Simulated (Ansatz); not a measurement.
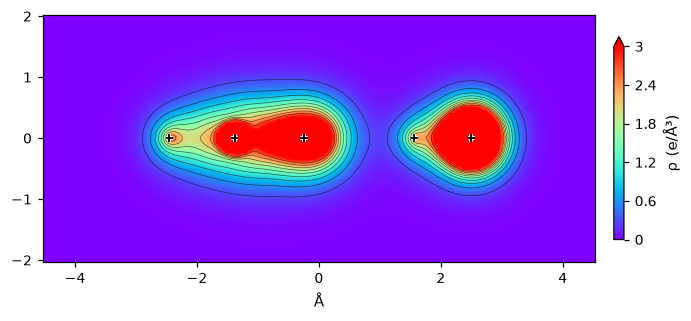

The electron density on a plane through atoms (crosses mark nuclei in the plane).

These are results of Ansatz, RKS PBE0-D4/def2-TZVPPD, not measurements.

Candidates:
A. HF···HCN (SMILES F.C#N)
B. CH₃ClLi (charge +1)

Which system is this?

Answer. Candidate A: HF···HCN on a plane that holds the molecular axis, which holds F, H, C and N. N4···H2 (1.81 Å): the density falls to about 0.25 e/Å³ on the way: a closed-shell contact with the geometry of a hydrogen bond. C–N (1.14 Å): ρ is about 3.8 e/Å³ halfway.
